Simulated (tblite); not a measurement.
**C3H5ClGeN2: saddle-point search**

C3H5ClGeN2, computed with GFN2-xTB saddle search (eigenvector following) and harmonic vibrations, gas phase (tblite 0.8.0).

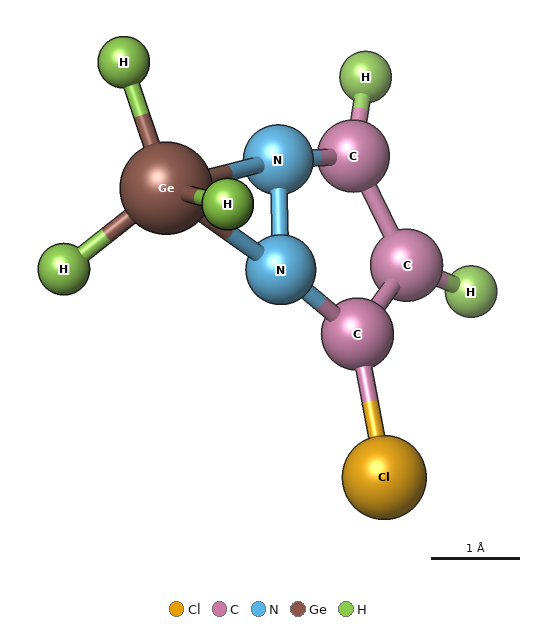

Figure 1. The structure as given in the input (ball-and-stick view, seen at a tilt). Sticks mark near contacts. Bond lengths as drawn: C–C 1.39 Å, C–Cl 1.70 Å, C–H 1.07 Å, C–N 1.32 to 1.33 Å, Ge–H 1.50 to 1.52 Å, Ge–N 1.95 to 2.11 Å and N–N 1.36 Å.

### Summary

- outcome: converged
- total energy: −578.9226 eV
- point group: C1
- hardware: 1 CPU thread, shared host
- wall time: 6.1 s
- peak memory: 0.19 GiB

### Input file
```
{"job": {"xc": "GFN2-xTB", "basis": "xTB", "kind": "saddle"}, "charge": 0, "multiplicity": 1}
Cl     2.235341    -2.024151    -0.054204
C      1.342813    -0.577421    -0.039100
C      1.806275     0.731241    -0.065810
C      0.655812     1.509741    -0.038851
N     -0.409242     0.723132     0.001082
Ge    -1.931004    -0.736536     0.072842
N      0.013016    -0.566184     0.001619
H      2.825954     1.053163    -0.098187
H      0.558035     2.577924    -0.049563
H     -2.021412    -1.496425     1.366422
H     -2.971545     0.364761     0.077228
H     -2.104043    -1.559245    -1.173478
```

The first line tells a small driver script what to run in tblite; the rest is the geometry in Å.

Run as:
```bash
OMP_NUM_THREADS=1 python <driver script> task.json out
```

### Output
```
step      E/eV     max force
  0    -578.85779   0.0384
  1    -578.85786   0.0054
  2    -578.85835   0.0088
  3    -578.86033   0.0207
  4    -578.86791   0.0619
  5    -578.86293   0.0229
  6    -578.86630   0.0270
  7    -578.87037   0.0337
  8    -578.87506   0.0380
  9    -578.88022   0.0402
 10    -578.88497   0.0418
 11    -578.89041   0.0410
 12    -578.89827   0.0443
 13    -578.90533   0.0441
 14    -578.91306   0.0570
 15    -578.91883   0.1167
 16    -578.91602   0.0267
 17    -578.91919   0.0269
 18    -578.92143   0.0453
 19    -578.92248   0.0430
 20    -578.92261   0.0059
 21    -578.92262   0.0000
lowest wavenumbers (cm-1): -200.3 83.6 148.4 225.6 265.3 322.5
```

### Trajectory as extended XYZ (Å, eV, eV/Å), 9 of the 12 frames kept, from step=0 to step=21
```
12
Properties=species:S:1:pos:R:3:forces:R:3 step=0 energy=-578.85779
Cl    2.2353   -2.0242   -0.0542   -0.0280  -0.0260   0.0040
C     1.3428   -0.5774   -0.0391   -0.0240   0.0250   0.0050
C     1.8063    0.7312   -0.0658   -0.0050   0.0280  -0.0010
C     0.6558    1.5097   -0.0389    0.0240   0.0180  -0.0070
N    -0.4092    0.7231    0.0011    0.0300   0.0070   0.0070
Ge   -1.9310   -0.7365    0.0728    0.0200  -0.0100  -0.0080
N     0.0130   -0.5662    0.0016   -0.0140   0.0020  -0.0020
H     2.8260    1.0532   -0.0982   -0.0170   0.0040  -0.0040
H     0.5580    2.5779   -0.0496    0.0050  -0.0110   0.0060
H    -2.0214   -1.4964    1.3664    0.0010  -0.0210  -0.0190
H    -2.9715    0.3648    0.0772    0.0120   0.0110  -0.0010
H    -2.1040   -1.5592   -1.1735   -0.0040  -0.0260   0.0200
12
Properties=species:S:1:pos:R:3:forces:R:3 step=1 energy=-578.85786
Cl    2.2372   -2.0285   -0.0566    0.0000   0.0000  -0.0030
C     1.3484   -0.5789   -0.0394   -0.0030   0.0010  -0.0010
C     1.8058    0.7327   -0.0711   -0.0010   0.0000   0.0000
C     0.6526    1.5053   -0.0346   -0.0010  -0.0020   0.0010
N    -0.4081    0.7117    0.0165    0.0050   0.0000   0.0020
Ge   -1.9308   -0.7249    0.0704   -0.0010  -0.0010  -0.0010
N     0.0205   -0.5751    0.0132    0.0020   0.0010   0.0010
H     2.8226    1.0615   -0.1126   -0.0020  -0.0010  -0.0010
H     0.5496    2.5726   -0.0430    0.0000  -0.0010   0.0020
H    -2.0257   -1.4897    1.3599    0.0000   0.0030   0.0010
H    -2.9752    0.3742    0.0653    0.0010   0.0000  -0.0040
H    -2.0970   -1.5610   -1.1681    0.0010  -0.0020   0.0020
12
Properties=species:S:1:pos:R:3:forces:R:3 step=5 energy=-578.86293
Cl    2.2375   -2.0277   -0.1243    0.0020  -0.0020  -0.0130
C     1.3483   -0.5798   -0.0595    0.0020  -0.0020  -0.0050
C     1.8034    0.7327   -0.0845    0.0030  -0.0010  -0.0030
C     0.6515    1.5029    0.0034   -0.0030   0.0010   0.0070
N    -0.4054    0.7070    0.0848   -0.0030   0.0030   0.0140
Ge   -1.9300   -0.7226    0.0614    0.0030   0.0050  -0.0020
N     0.0235   -0.5791    0.0441    0.0040  -0.0030   0.0050
H     2.8184    1.0635   -0.1488   -0.0020   0.0000  -0.0050
H     0.5474    2.5701    0.0120   -0.0010   0.0010   0.0100
H    -2.0512   -1.4087    1.3887   -0.0040   0.0130   0.0130
H    -2.9710    0.3735   -0.0472   -0.0040   0.0050  -0.0220
H    -2.0724   -1.6317   -1.1301    0.0040  -0.0180   0.0020
12
Properties=species:S:1:pos:R:3:forces:R:3 step=7 energy=-578.87037
Cl    2.2388   -2.0263   -0.1736   -0.0030   0.0050  -0.0190
C     1.3484   -0.5807   -0.0753   -0.0080   0.0020  -0.0040
C     1.8011    0.7329   -0.0919   -0.0080   0.0020  -0.0030
C     0.6498    1.5001    0.0301    0.0010  -0.0060   0.0100
N    -0.4035    0.7012    0.1277    0.0120  -0.0050   0.0160
Ge   -1.9289   -0.7202    0.0551   -0.0040  -0.0030  -0.0010
N     0.0263   -0.5838    0.0597    0.0030  -0.0010   0.0080
H     2.8144    1.0659   -0.1681   -0.0040   0.0010  -0.0090
H     0.5443    2.5670    0.0525    0.0000  -0.0030   0.0160
H    -2.0665   -1.3466    1.4095   -0.0080   0.0280  -0.0020
H    -2.9646    0.3733   -0.1269    0.0130  -0.0080  -0.0300
H    -2.0596   -1.6830   -1.0988    0.0050  -0.0130   0.0190
12
Properties=species:S:1:pos:R:3:forces:R:3 step=11 energy=-578.89041
Cl    2.2545   -2.0169   -0.2757    0.0010   0.0050  -0.0240
C     1.3536   -0.5842   -0.1095    0.0010   0.0010  -0.0050
C     1.7949    0.7337   -0.0967   -0.0040   0.0000  -0.0050
C     0.6413    1.4861    0.0799   -0.0010  -0.0050   0.0120
N    -0.4004    0.6733    0.1866    0.0050  -0.0080   0.0250
Ge   -1.9281   -0.7071    0.0448   -0.0030  -0.0020  -0.0020
N     0.0371   -0.6057    0.0660    0.0000  -0.0020   0.0160
H     2.8039    1.0776   -0.1829   -0.0040   0.0030  -0.0170
H     0.5278    2.5510    0.1373   -0.0040  -0.0060   0.0180
H    -2.0887   -1.2027    1.4461   -0.0140   0.0310  -0.0020
H    -2.9431    0.3727   -0.2804    0.0150  -0.0040  -0.0380
H    -2.0529   -1.7778   -1.0155    0.0090  -0.0120   0.0210
12
Properties=species:S:1:pos:R:3:forces:R:3 step=13 energy=-578.90533
Cl    2.2709   -2.0071   -0.3477   -0.0050   0.0140  -0.0190
C     1.3591   -0.5880   -0.1287   -0.0050   0.0020  -0.0010
C     1.7884    0.7342   -0.1046   -0.0110   0.0010  -0.0050
C     0.6327    1.4721    0.1142    0.0030  -0.0090   0.0090
N    -0.3967    0.6459    0.2384    0.0190  -0.0070   0.0190
Ge   -1.9270   -0.6940    0.0394   -0.0150  -0.0080   0.0020
N     0.0489   -0.6276    0.0856    0.0040   0.0000   0.0180
H     2.7921    1.0891   -0.2074   -0.0080   0.0030  -0.0190
H     0.5099    2.5347    0.1936   -0.0030  -0.0120   0.0150
H    -2.1186   -1.1047    1.4630   -0.0180   0.0260  -0.0200
H    -2.9165    0.3757   -0.3892    0.0310  -0.0160  -0.0270
H    -2.0432   -1.8302   -0.9566    0.0080   0.0060   0.0270
12
Properties=species:S:1:pos:R:3:forces:R:3 step=15 energy=-578.91883
Cl    2.3018   -1.9883   -0.4434   -0.0340   0.0300   0.0030
C     1.3697   -0.5955   -0.1448   -0.0990  -0.0140   0.0320
C     1.7761    0.7346   -0.1249   -0.0580   0.0270   0.0100
C     0.6176    1.4467    0.1587    0.0010  -0.0480   0.0020
N    -0.3878    0.5971    0.3294    0.1070   0.0390  -0.0180
Ge   -1.9252   -0.6701    0.0365   -0.0250   0.0230   0.0070
N     0.0729   -0.6679    0.1427    0.1130  -0.0190  -0.0220
H     2.7684    1.1099   -0.2707   -0.0530  -0.0110  -0.0090
H     0.4763    2.5048    0.2616    0.0030   0.0020   0.0030
H    -2.1916   -0.9854    1.4699   -0.0150   0.0020  -0.0210
H    -2.8596    0.3871   -0.5342    0.0580  -0.0340   0.0140
H    -2.0186   -1.8728   -0.8808    0.0050   0.0030  -0.0010
12
Properties=species:S:1:pos:R:3:forces:R:3 step=19 energy=-578.92248
Cl    2.2974   -1.9863   -0.4593   -0.0030   0.0010   0.0020
C     1.3665   -0.6008   -0.1326   -0.0240   0.0060   0.0070
C     1.7601    0.7341   -0.1481   -0.0110  -0.0050   0.0030
C     0.6083    1.4376    0.1722   -0.0150  -0.0240   0.0030
N    -0.3793    0.5802    0.3986    0.0340   0.0250  -0.0080
Ge   -1.9140   -0.6604    0.0384    0.0030   0.0010   0.0070
N     0.0867   -0.6852    0.2115    0.0400   0.0060  -0.0100
H     2.7401    1.1174   -0.3441   -0.0290  -0.0110   0.0030
H     0.4602    2.4956    0.2670   -0.0020  -0.0010   0.0000
H    -2.2430   -0.9820    1.4556    0.0020   0.0020  -0.0090
H    -2.8047    0.4063   -0.5696    0.0040   0.0000   0.0020
H    -1.9785   -1.8565   -0.8894    0.0020   0.0010   0.0000
12
Properties=species:S:1:pos:R:3:forces:R:3 step=21 energy=-578.92262
Cl    2.2939   -1.9878   -0.4577    0.0000   0.0000   0.0000
C     1.3645   -0.6015   -0.1297    0.0000   0.0000   0.0000
C     1.7565    0.7333   -0.1521    0.0000   0.0000   0.0000
C     0.6067    1.4371    0.1733    0.0000   0.0000   0.0000
N    -0.3781    0.5803    0.4093    0.0000   0.0000   0.0000
Ge   -1.9104   -0.6597    0.0383    0.0000   0.0000   0.0000
N     0.0880   -0.6858    0.2233    0.0000   0.0000   0.0000
H     2.7340    1.1166   -0.3564    0.0000   0.0000   0.0000
H     0.4583    2.4953    0.2655    0.0000   0.0000   0.0000
H    -2.2468   -0.9860    1.4517    0.0000   0.0000   0.0000
H    -2.7970    0.4099   -0.5705    0.0000   0.0000   0.0000
H    -1.9695   -1.8516   -0.8951    0.0000   0.0000   0.0000
```
